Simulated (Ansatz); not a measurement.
The calculation's input:

```
crystal:
  periodic: [false, false, false]
  atoms:
    - {symbol: C, position_ang: [-1.259344, 1.504552, 1.920489]}
    - {symbol: Ga, position_ang: [0.105131, 0.880244, 0.616274]}
    - {symbol: Si, position_ang: [1.870997, -0.703483, 1.226934]}
    - {symbol: H, position_ang: [-1.802489, 0.627538, 2.313544]}
    - {symbol: H, position_ang: [-1.984940, 2.213963, 1.498166]}
    - {symbol: H, position_ang: [-0.744140, 1.982757, 2.771702]}
    - {symbol: H, position_ang: [1.778314, -1.900136, 0.329298]}
    - {symbol: H, position_ang: [1.875225, -1.200308, 2.644482]}
    - {symbol: H, position_ang: [3.200766, -0.061644, 0.969332]}
basis:
  gaussian: {orbitals: def2-TZVPD}
magnetization: {spin_polarized: true, initial_magnetization: 1}
hamiltonian: {xc: pbe0}
output: {forces: true, orbitals: {seedname: orbitals}}
```

Launched as:

```sh
ansatz run input.yaml --threads 2 --pin off --max-ram 4350MiB --events-out events.jsonl --progress --plain --runs-dir runs
```

Geometry: r2SCAN-D4/def2-SVP.

Computed with isolated molecule in a Gaussian basis; Kohn-Sham density functional theory, functional PBE0 in Ansatz.

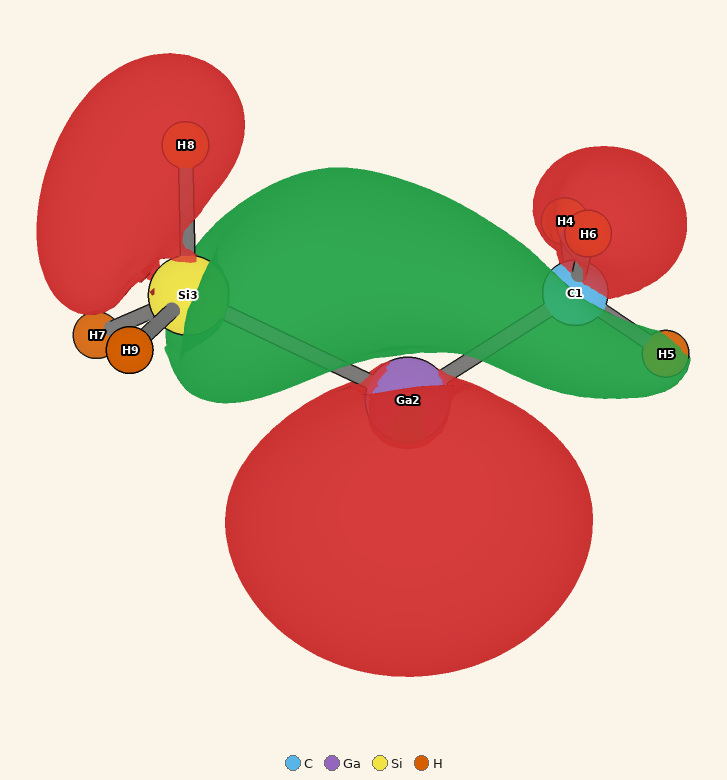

CH6GaSi (doublet). The HOMO (α) at ±0.06 Å⁻³ᐟ² (green and red are the two phases), seen across its widest extent.

**Describe this orbital and give its energy.**

It lies mainly on Ga2 (about 65 %), Si3 (about 15 %) and C1 (about 10 %). Its energy is −5.14 eV.
